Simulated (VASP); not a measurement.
Band structure of TiS₂ (space group P4_2/mnm). Calculation: PBE GGA, VASP's PBE PAW potentials (set 64) (plane waves; VASP).

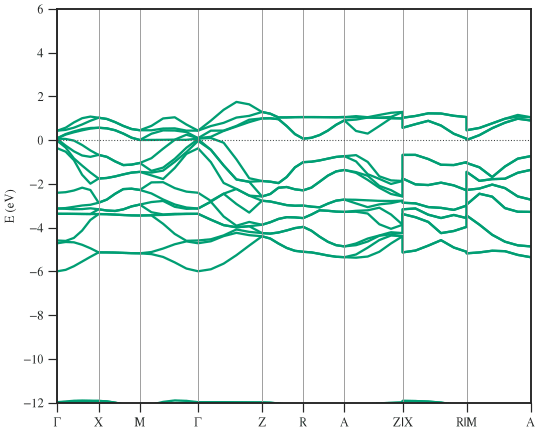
Bands along high-symmetry lines, zero at the valence-band maximum or, without a gap, the Fermi level

Question: Read the plot: is there a gap, and where are the band edges?

Answer: It has no gap at this level: it comes out as a metal or semimetal.

The structure was generated: TiS2 was put into an ordered model structure, which need not be its known phase. The cell was not relaxed at this level. The k-mesh is coarse (spacing up to 0.37 per Å, 2π included), so the numbers may not be converged in it.
